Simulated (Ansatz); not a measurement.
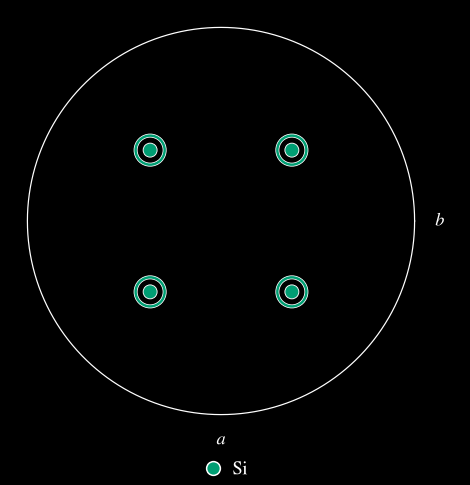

Directions from one cobalt atom at (0, 0, 0) to its bonded neighbours, in stereographic projection down c (filled: above the plane of the page or in it, open: below). Crystal: CoSi2, the input geometry of an electronic-structure calculation (not necessarily at equilibrium). Symmetry computed with spglib at a tolerance of 0.002 Å; standard conventional cell.

Neighbours are counted up to 2.89 Å for Si.

```
CELL_PARAMETERS angstrom
5.35600 0.00000 0.00000
0.00000 5.35600 0.00000
0.00000 0.00000 5.35600
ATOMIC_POSITIONS crystal
Co 0.00000 0.00000 0.00000
Si 0.75000 0.75000 0.25000
Si 0.25000 0.75000 0.25000
Co 0.00000 0.50000 0.50000
Si 0.75000 0.25000 0.75000
Si 0.25000 0.25000 0.75000
Co 0.50000 0.00000 0.50000
Si 0.25000 0.75000 0.75000
Si 0.75000 0.75000 0.75000
Co 0.50000 0.50000 0.00000
Si 0.25000 0.25000 0.25000
Si 0.75000 0.25000 0.25000
```

### How many neighbours are there, and at what angles?

8: 8 Si at 2.32 Å. Angles between bonds: 71° (12×), 109° (12×), 180° (4×).

### What is the site's symmetry in the crystal?

Point group m-3m (Oh), order 48: three fourfold axes, four threefold axes, six twofold axes, nine mirror planes, an inversion centre. In Fm-3m (No. 225) this is Wyckoff position 4a.
